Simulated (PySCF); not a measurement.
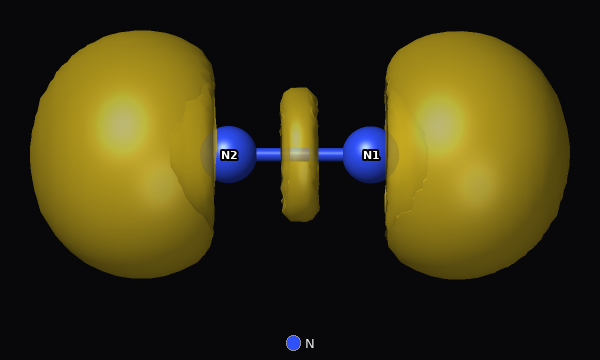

Figure 1: N$_{2}$. Isosurface of the ELF at 0.8 (yellow), seen from one side. Core shells and regions of very low density are left out.

Method: PBE0/def2-TZVPPD, non-relativistic Hamiltonian with scalar-relativistic core potentials where named, at a bond length of 1.090 Å in PySCF.

```yaml
atoms:
  - { symbol: N, position_ang: [0.0000, 0.0000, -0.5450] }
  - { symbol: N, position_ang: [0.0000, 0.0000, 0.5450] }
```

What do the ELF domains correspond to?

Answer. At this value the surface marks out one region between bonded N–N atoms (shared pairs) and two lobes on N, pointing away from the bonds (lone pairs). Along the contacts the grid gives the following. N–N (1.09 Å): the ELF peaks at about 0.85 between the atoms (a short, multiple covalent bond).
